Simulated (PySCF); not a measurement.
**RbBr: density, localisation and related maps**

```json
{"atom": "Rb", "x (Å)": "0.0000", "y (Å)": "0.0000", "z (Å)": "-1.4446"}
{"atom": "Br", "x (Å)": "0.0000", "y (Å)": "0.0000", "z (Å)": "1.5544"}
```

Core potentials replace the inner electrons of Rb.

All numbers below come from PySCF, PBE0/def2-SVP, non-relativistic Hamiltonian with scalar-relativistic core potentials where named, at a bond length of 2.999 Å.

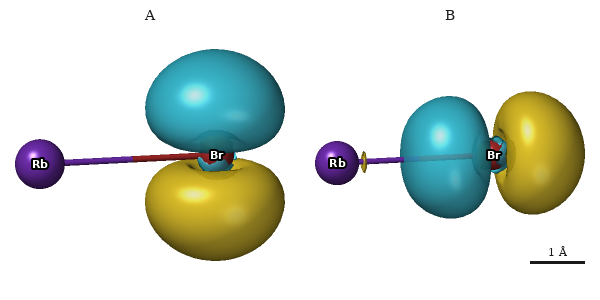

Figure 1. Two frontier orbitals, each drawn at the value that holds 80 % of its norm (yellow and cyan are the two phases), in no order; of a degenerate pair one member is drawn.

Q: Name the orbitals and rank them from lowest to highest energy.

A: Orbital B: σ, occupied, −5.73 eV; mainly on Br (90 %).
Orbital A: π, occupied, −5.48 eV; almost wholly on Br.

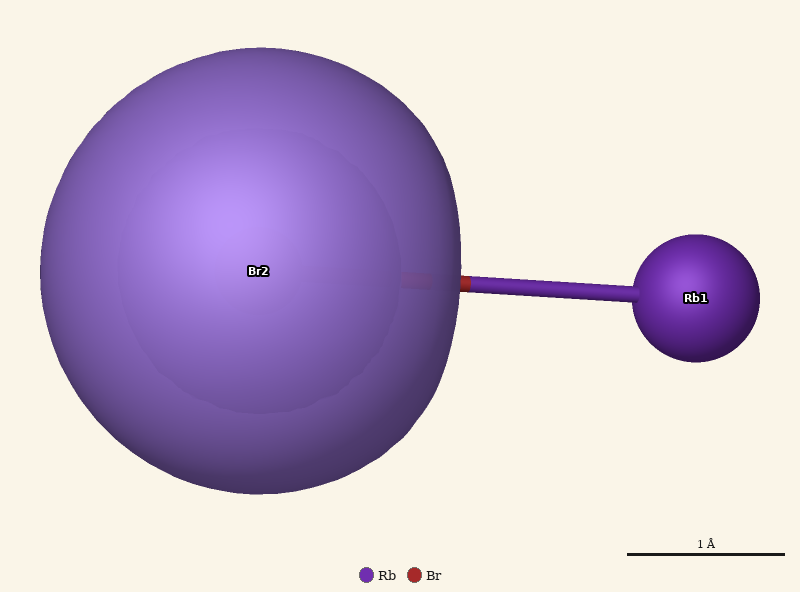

Figure 2. Isosurface of the ELF at 0.75 (purple), seen from one side. Only the valence region is drawn (cores and ρ < 0.01 e/Å³ removed).

Q: What do the ELF domains correspond to?

A: At this value the surface marks out one region wrapped around Br (its valence shell). Along the contacts the grid gives the following. Rb–Br (3.00 Å): the ELF peaks at about 0.80 in the valence shell of Br, 1.0 Å from its nucleus, and is about 0.15 at the midpoint (a largely ionic contact).

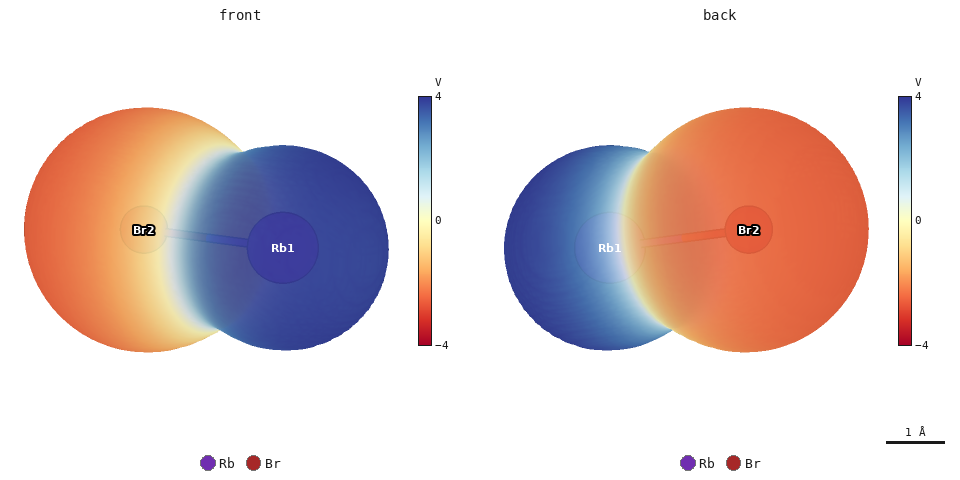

Figure 3. The molecular electrostatic potential painted on the density surface at 0.002 e/bohr³, seen from the front and from behind; the colour scale runs from red (negative) to blue (positive).

Q: Where is the surface potential most negative and most positive?

A: The most negative region (about −2.5 V, or −58 kcal/mol for a unit charge) lies over Br2, the most positive (about +3.9 V, or +90 kcal/mol for a unit charge) over Rb1.
